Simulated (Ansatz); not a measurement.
```yaml
atoms:
  - { symbol: C, position_ang: [-1.3086, -1.6668, 1.9857] }
  - { symbol: B, position_ang: [-0.4769, -2.2345, 1.0792] }
  - { symbol: Ga, position_ang: [0.5228, -0.3874, 1.8645] }
  - { symbol: H, position_ang: [-2.0695, -1.3373, 2.6739] }
  - { symbol: H, position_ang: [-0.2900, 0.5056, 2.9967] }
  - { symbol: H, position_ang: [0.0648, -2.9130, 0.2602] }
```

Geometry: PBE0-D3(BJ)/def2-SVPD.

Method: Ansatz 0.2.0, isolated molecule in a Gaussian basis; Kohn-Sham density functional theory, functional PBE0.

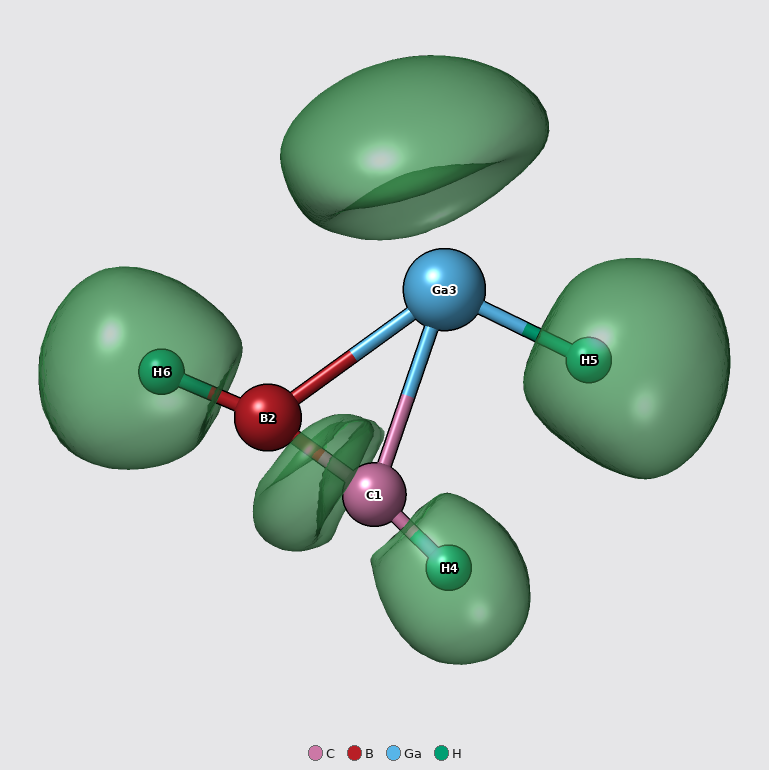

CH3BGa (charge −1). Isosurface of the ELF at 0.8 (green), seen across its widest extent. Only the valence region is drawn (cores and ρ < 0.01 e/Å³ removed).

### Where are the electrons localised?

The surface consists of one region between bonded B–C atoms (shared pairs), three regions around hydrogen nuclei and one lobe on Ga, pointing away from the bonds (lone pairs).

Values along the shortest contacts:
C–B (1.35 Å): the ELF peaks at about 0.85 between the atoms (localised, covalent bonding). C–Ga (2.24 Å): the ELF peaks at about 0.80 in the valence shell of C, 0.7 Å from its nucleus, and is about 0.40 at the midpoint.
